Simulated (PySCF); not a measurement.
Frequency calculation of CoO$_{2}$Br

System: CoO$_{2}$Br, multiplicity 5.
Method: UKS-based PBE0, Co def2-TZVP, O def2-TZVP, Br def2-TZVP; non-relativistic Hamiltonian; density fitting (PySCF 2.14.0).

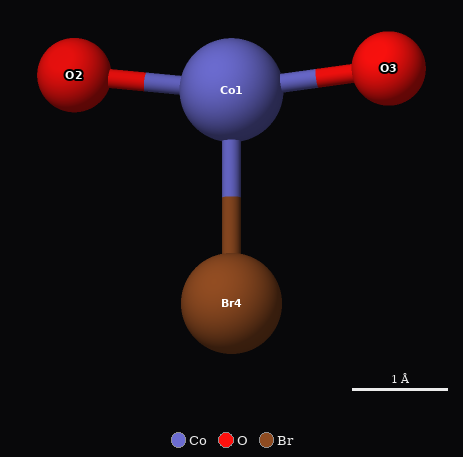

**Figure 1.** The structure as given in the input (ball-and-stick view, seen at a tilt; atoms are numbered from 1 in the order of the input). Sticks mark near contacts. Bond lengths as drawn: Br–Co 2.26 Å and Co–O 1.69 Å.

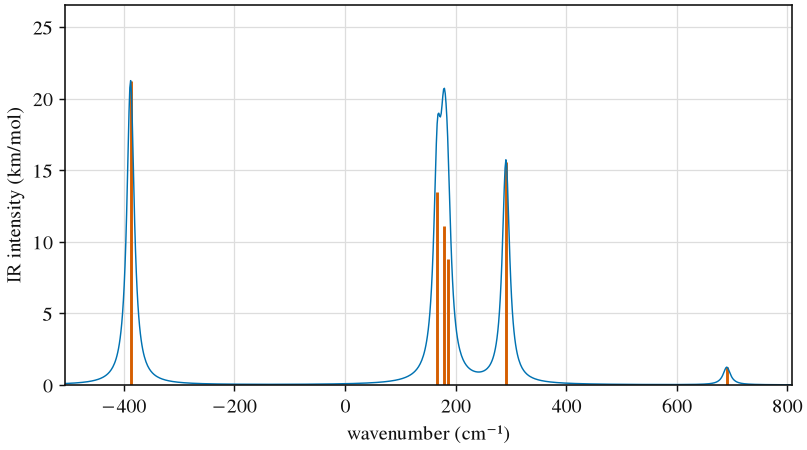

**Figure 2.** Harmonic infrared spectrum, unscaled: sticks (degenerate modes added up, dark ones marked on the axis) with a Lorentzian envelope of 16 cm⁻¹ full width, scaled to the tallest stick; imaginary modes are drawn at negative wavenumbers. 6 modes from 388i to 691 cm⁻¹, 1 imaginary beyond 8i (388i cm⁻¹): a first-order saddle point, if the geometry is stationary. The strongest line is at 388i cm⁻¹ (21 km/mol). All modes, in cm⁻¹ (km/mol): 388i (21), 167 (13.5), 179 (11.1), 186 (8.8), 291 (15.6), 691 (1.2).

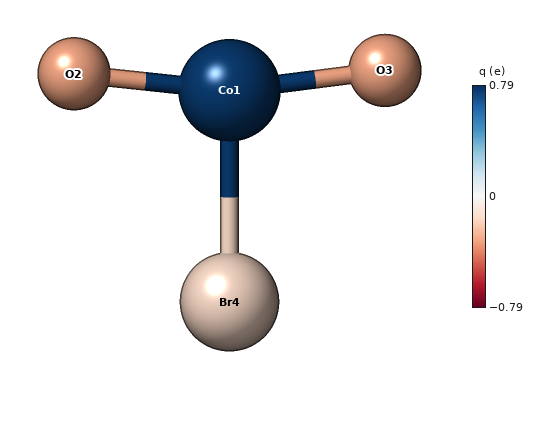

**Figure 3.** Mulliken charges, as the colour of each atom (ball-and-stick view, seen on its broad side; atoms are numbered from 1 in the order of the input). By element: Co +0.75, O −0.30 and Br −0.14 e.

These pictures come from the run below.

The input:
```python
from pyscf import gto, scf, dft
mol = gto.M(atom='''
Co     0.000000     0.000000    -1.015797
O      1.675521     0.000000    -1.210961
O     -1.675521     0.000000    -1.210961
Br    -0.000000     0.000000     1.248824''',
    basis={'Co': 'def2-TZVP', 'O': 'def2-TZVP', 'Br': 'def2-TZVP'},
    charge=0, spin=4)
mf = dft.UKS(mol, xc='PBE0')
mf.grids.atom_grid = (75, 302)
aux = {'Co': 'def2-universal-JKFIT', 'O': 'def2-universal-JKFIT', 'Br': 'def2-universal-JKFIT'}
mf = mf.density_fit(auxbasis=aux)
mf.conv_tol = 1e-09
mf.diis_space = 10
mf.max_cycle = 60
mf.verbose = 4
mf.kernel()
```

The script is an equivalent of the set-up of the self-consistent field. The run itself was carried out by a driver, which started from the orbitals of the step before it where there was one and computed the further properties.

Launch command:
```bash
OMP_NUM_THREADS=4 python axn.py task.json out
```

The program's output:
```
init E= -4106.64299454434
  alpha nocc = 41  HOMO = -0.315919447037149  LUMO = -0.130329277152238
  beta  nocc = 37  HOMO = -0.30761451460643  LUMO = -0.21513746644851
  HOMO = -0.307614514606  LUMO = -0.215137466449  gap/eV = 2.51643
cycle= 1 E= -4106.64299454311  delta_E= 1.23e-09  |g|= 7.22e-05  |ddm|= 3.14e-05
  alpha nocc = 41  HOMO = -0.31592120393318  LUMO = -0.13032020225241
  beta  nocc = 37  HOMO = -0.307612856603327  LUMO = -0.215132329415717
  HOMO = -0.307612856603  LUMO = -0.215132329416  gap/eV = 2.51652
cycle= 2 E= -4106.64299451082  delta_E= 3.23e-08  |g|= 0.000375  |ddm|= 0.000149
  alpha nocc = 41  HOMO = -0.315920221441804  LUMO = -0.13032766972526
  beta  nocc = 37  HOMO = -0.307614704853161  LUMO = -0.215136416990113
  HOMO = -0.307614704853  LUMO = -0.21513641699  gap/eV = 2.51646
cycle= 3 E= -4106.64299454418  delta_E= -3.34e-08  |g|= 2.32e-05  |ddm|= 0.000122
  alpha nocc = 41  HOMO = -0.315920046333962  LUMO = -0.130327690446375
  beta  nocc = 37  HOMO = -0.30761451515857  LUMO = -0.215136492692302
  HOMO = -0.307614515159  LUMO = -0.215136492692  gap/eV = 2.51646
cycle= 4 E= -4106.64299454441  delta_E= -2.29e-10  |g|= 9.7e-07  |ddm|= 1.24e-05
  alpha nocc = 41  HOMO = -0.315919904764878  LUMO = -0.130327788541034
  beta  nocc = 37  HOMO = -0.307614402022721  LUMO = -0.215136585743004
  HOMO = -0.307614402023  LUMO = -0.215136585743  gap/eV = 2.51645
cycle= 5 E= -4106.64299454441  delta_E=    0  |g|= 5.16e-07  |ddm|= 1.06e-06
  alpha nocc = 41  HOMO = -0.315919919155844  LUMO = -0.130327709912847
  beta  nocc = 37  HOMO = -0.307614401144335  LUMO = -0.215136523934653
  HOMO = -0.307614401144  LUMO = -0.215136523935  gap/eV = 2.51645
Extra cycle  E= -4106.64299454441  delta_E= -5.46e-12  |g|= 7.61e-07  |ddm|= 1.62e-06
converged SCF energy = -4106.64299454441  <S^2> = 6.1143198  2S+1 = 5.0455207
```

Results in brief:

```tsv
quantity	value
outcome	converged
total energy	−4106.642995 hartree
⟨S²⟩	6.114
zero-point energy	0.003448 hartree
dipole moment	1.44 D
wavenumbers, lowest and highest	388i and 691 cm⁻¹
hardware	4 threads of Arm Neoverse V1, 24 GiB of memory available, shared host
wall time	2.3 min (CPU time 7.6 min)
peak memory	1.6 GiB
```
